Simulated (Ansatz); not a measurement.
**CH4AlFSe: a ladder of functionals and wavefunction methods**

Aim: compute CH4AlFSe with functionals from several rungs and with coupled cluster. The yardstick is the atomisation energy at the CCSD(T) limit.

Computed with Ansatz 0.2.0, Gaussian basis. Level: functionals in def2-TZVPP, the program's frozen cores in correlated methods.

Levels to be run: PBE-D4, r2SCAN-D4, PBE0-D4, B3LYP-D4, ωB97X-V, ωB97M-V, B2PLYP; CCSD(T)/def2-TZVPP; MP2/def2-QZVPP; extrapolation to the limit.

## Step 1: Structure used throughout

An earlier PBE0-D4 in a triple-zeta def2 set relaxation fixed the geometry.

SMILES `FC[Se][AlH2]`, 8 atoms, charge 0, spin multiplicity 1.

Atoms are counted from 1 here; the program's logs count them from 0.

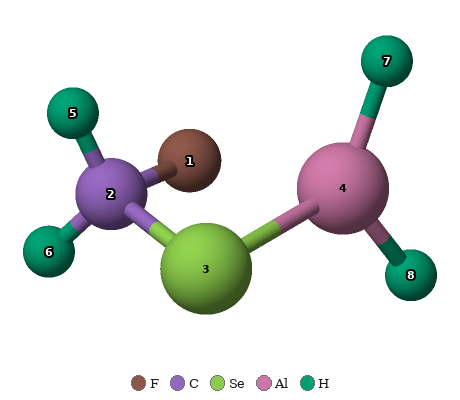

The structure; fluorine brown, carbon purple, selenium green, aluminium pink, hydrogen teal; atoms are numbered from 1 in the order of the file.

Coordinates:

```
F    -0.8916    0.5353   -0.1275
C     0.3457    1.1915    0.3011
Se    1.5937   -0.2272    0.7299
Al   -0.2578   -1.3591   -0.3073
H     0.6391    1.7960   -0.5532
H     0.0600    1.7922    1.1602
H    -0.2085   -1.5468   -1.8774
H    -1.1885   -2.2391    0.6183
```

## Step 2: PBE-D4 (GGA)

in.yaml

```yaml
crystal:
  periodic: [false, false, false]
  atoms:
    - {symbol: F, position_ang: [-0.891635, 0.535285, -0.127457]}
    - {symbol: C, position_ang: [0.345713, 1.191489, 0.301075]}
    - {symbol: Se, position_ang: [1.593739, -0.227214, 0.729909]}
    - {symbol: Al, position_ang: [-0.257759, -1.359117, -0.307312]}
    - {symbol: H, position_ang: [0.639142, 1.796010, -0.553213]}
    - {symbol: H, position_ang: [0.059972, 1.792172, 1.160178]}
    - {symbol: H, position_ang: [-0.208489, -1.546830, -1.877380]}
    - {symbol: H, position_ang: [-1.188484, -2.239095, 0.618302]}
basis:
  gaussian: {orbitals: def2-TZVPP}
hamiltonian: {xc: pbe, dispersion: d4}
output: {forces: true, orbitals: {seedname: orbitals}}
```

On the command line:

```
$ ansatz run in.yaml --threads 4 --pin off --events-out ev --progress --plain --max-ram 10444MiB
```

After this run come: r2SCAN-D4 (meta-GGA); PBE0-D4 (hybrid); B3LYP-D4 (hybrid); ωB97X-V (range-separated); ωB97M-V (range-separated); B2PLYP (double hybrid); CCSD(T) in def2-TZVPP; MP2 in def2-QZVPP.

Q: Predict the results of all the runs planned. Wanted: atomisation energy, CCSD(T)/CBS; farthest; mean size of error, hybrid; mean size of error, range-separated; gap, smallest and largest; T1 diagnostic; triples share of the correlation energy.

As calculated:

| quantity | value |
| --- | --- |
| atomisation energy, CCSD(T)/CBS | 25.878 eV |
| functionals within 0.259 eV (1.0 %) | PBE-D4, r2SCAN-D4, ωB97X-V, ωB97M-V |
| farthest | B2PLYP (-0.539 eV) |
| mean size of error, hybrid | 0.302 eV |
| mean size of error, range-separated | 0.066 eV |
| gap, smallest and largest | 3.64 eV (PBE-D4), 9.95 eV (ωB97X-V) |
| T1 diagnostic | 0.0105 |
| triples share of the correlation energy | 3.5 % |

PBE-D4 is off by +0.174 eV. Double hybrids carry the basis error of their MP2 part in triple zeta, and no dispersion term here, so their miss is partly the set-up's. The reference freezes the cores and leaves out relativity and excitations past (T), and its outer-core shells are covered unevenly, so misses under about 0.259 eV can't be ranked. All levels share the lack of spin-orbit coupling, which lowers the free heavy atoms and so the true binding. Hartree-Fock recovers 71 % of the binding; the rest is correlation. Orbital gaps span 3.6 to 10.0 eV; exact exchange widens them. Correlated methods include outer-core shells of Se, which these sets cover unevenly.
